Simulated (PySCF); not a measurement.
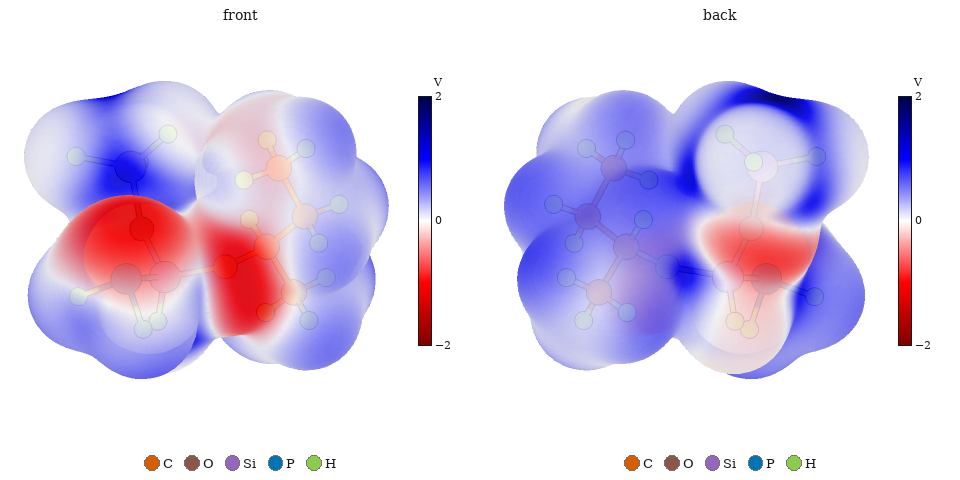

C4H15O2PSi2. The electrostatic potential painted on the density surface at 0.002 e/bohr³, seen from the front and from behind; red is negative and blue positive.

Geometry: GFN2-xTB.

Level of theory: PySCF 2.14.0, PBE0/pcSseg-1, SCF density, gas phase, non-relativistic.

Input

```
{"job": {"kind": "nmr", "xc": "PBE0", "basis": "pcSseg-1"}, "charge": 0, "multiplicity": 1}
C     -1.886874     0.587305     1.487032
C     -2.203895    -0.090646     0.160321
C     -0.942134    -0.629838    -0.517414
C     -1.267125    -1.414167    -1.783276
O     -0.114630     0.464737    -0.837716
Si     1.494176     0.491488    -0.913446
P      1.877500     2.673288    -0.733854
O      2.166131    -0.320039     0.321370
Si     2.335386    -0.651270     1.897837
H     -1.469104    -0.130943     2.189702
H     -2.787712     1.014490     1.921064
H     -1.162439     1.383313     1.333566
H     -2.896273    -0.918952     0.320245
H     -2.673338     0.626589    -0.515123
H     -0.400157    -1.279248     0.184983
H     -1.924722    -2.247574    -1.553097
H     -0.350565    -1.794514    -2.226217
H     -1.755660    -0.761491    -2.502477
H      2.045434    -0.254478    -2.045955
H      1.527637     2.963842    -2.039181
H      3.221201     2.575013    -1.045507
H      1.134187    -0.251539     2.630662
H      3.508285     0.086558     2.357856
H      2.512958    -2.102160     1.916180
```

Launched as:

```sh
OMP_NUM_THREADS=1 python probes_run.py task.json out
```

Question: Which sites attract a positive test charge, and which a negative one?

Answer: A positive charge is drawn to the negative regions and a negative charge to the positive ones. The most negative region (about −1.1 V) lies over O5 and P7, the most positive (about +1.6 V) over Si9.

Question: How polar is the molecule by this calculation?

Answer: Its dipole moment is 1.41 D.
